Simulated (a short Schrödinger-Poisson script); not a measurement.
System: symmetric double-gate stack, SiO2 on p-type Ge(100), at 300 K.

| layer | material | thickness (nm) | Na (cm⁻³) |
|---|---|---|---|
| 1 | SiO2 | 2.9 | - |
| 2 | Ge | 2 | 1e15 |
| 3 | SiO2 | 2.9 | - |

The device is made up for the run: typed textbook-type constants, with dimensions and the other settings drawn at random. SiO2: permittivity 3.9, conduction-band edge (eV) 3.1, gap (eV) 9, electron mass (mₑ) 0.5. Ge: permittivity 16, conduction-band edge (eV) 0, gap (eV) 0.664, Nv at 300 K (cm⁻³) 6e18.

Channel valleys (confinement mass, in-plane density-of-states mass, number): L4 0.12, 0.295, 4. At the gates, both at one voltage, the conduction-band edge of layer 1 lies 3.29 eV − eVg above the Fermi level of the channel. Gaps are held at their typed values at every temperature. Mesh 0.03 nm at interfaces.

From a short Schrödinger-Poisson script (our own, NumPy): 1D Poisson equation in equilibrium, electrons quantum, Hartree (BenDaniel-Duke, 12 states a valley, the channel's in-plane mass for all, wave functions free to enter the dielectric), parabolic valleys, classical holes, full ionisation, no traps, pinning or gate leakage.

Only gate voltages with over 1e8 electrons/cm² are shown.

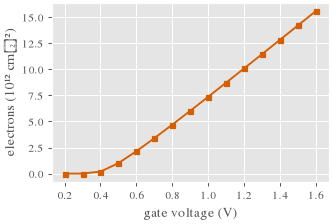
Figure. Sheet density against gate voltage

```csv
Vg (V),electrons (cm⁻²),C (μF/cm²),L4 E0 (meV),L4 E1 (meV)
0.2,1.42e8,< 0.003,294.7,1357.7
0.4,1.93e11,0.790,108.1,1170.9
0.6,2.15e12,1.94,43.8,1104.5
0.8,4.70e12,2.11,20.9,1078.7
1,7.37e12,2.16,6.3,1061.2
1.2,1.01e13,2.19,-4.9,1047.1
1.4,1.28e13,2.21,-14.3,1034.6
1.6,1.56e13,2.22,-22.7,1023.2
```

Subbands count from the Fermi level. The capacitance is that of both gates.

Only the L valleys are kept; under strong confinement the Δ valleys of Ge fill too.
